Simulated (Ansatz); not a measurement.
Take CdTe in the zinc blende structure (space group F-43m, No. 216; a = 6.619 Å) as the base.

Modification: the cell is scaled by 1.0425 in all directions; the atoms relax in the strained cell.

Method: PBE (Ansatz, a program for electronic structure), spin-orbit coupling left out, earlier PAW set.

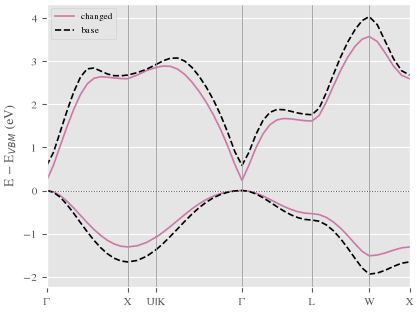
*Highest valence and lowest conduction band along the path, each from its own valence-band maximum*

Question: From the figure, how large is the changed gap, and is it direct?

Answer: About 0.2 eV, direct at Γ.

Spin-orbit coupling, missing from the scalar runs, can matter with Te. Stability against distortions was not tested.
